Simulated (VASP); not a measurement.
Band structure of AgI (wurtzite). All values below come from PBEsol GGA with spin-orbit coupling, VASP's PBE PAW potentials (set 64) (plane waves; VASP).

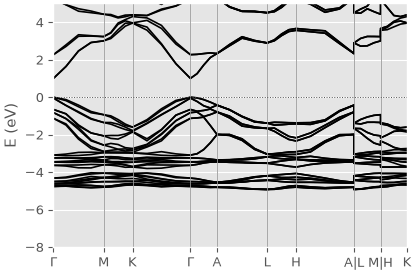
*Bands along high-symmetry lines, zero at the valence-band maximum or, without a gap, the Fermi level*

Problem. Read the plot: is there a gap, and where are the band edges?

Solution. The gap is direct, 1.01 eV, from the valence maximum at Γ to the conduction minimum at Γ.

The compound is AgI in the wurtzite structure. It was relaxed first.
